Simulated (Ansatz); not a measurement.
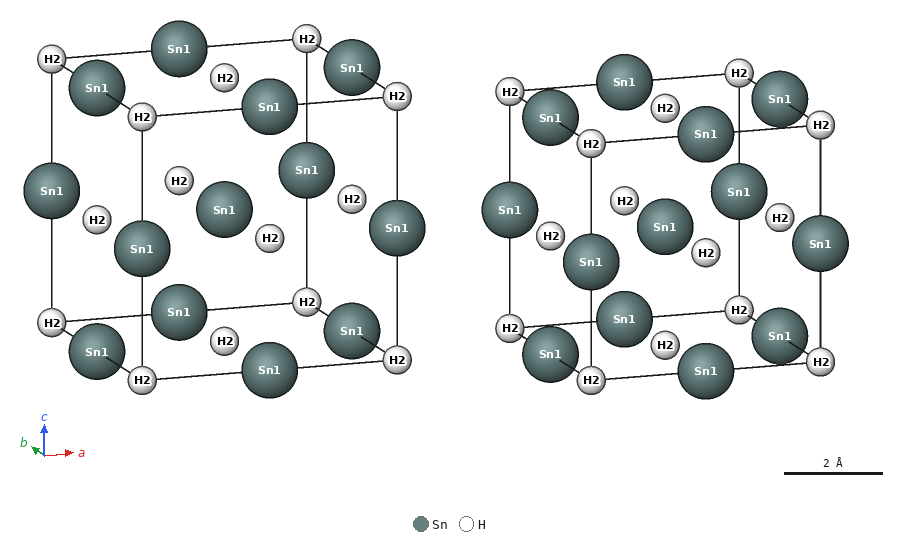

Two geometries of solid SnH (a generated structure, set up in Fm-3m) (coarse preliminary run), drawn at one scale. One is the start of a relaxation, the other its converged end. The picture is a ball-and-stick view of the conventional cell (4 times the calculation's cell), seen slightly off an axis. Lengths and directions refer to the drawn axes.

Level of theory: DFT PBE, scalar-relativistic, plane waves, PAW (Ansatz). Settings: plane-wave cutoff 420 eV; k-point mesh 6 × 6 × 6; occupations gaussian; smearing width 0.1 eV; no spin polarisation; cell and atoms relaxed; force threshold 0.04 eV/Å; at most 70 steps.

> Which one is relaxed?

The right one is the relaxed one. Over 3 accepted moves (4 points after the start) the energy falls by 188 meV per atom. All forces vanish by symmetry, so only the cell relaxes. Pressure: −7.39 GPa at the start and 0.10 GPa at the end. The SCF was repeated once at an unchanged geometry on a basis and grid sized afresh for the cell, which shifted the energy by 1.1 meV per atom at most. No atom moves by more than 0.005 Å relative to the cell. The volume changes by −27.3 %, with a = b = c 5.534 → 4.976 Å (−10.1 %). The space group stays Fm-3m (No. 225).
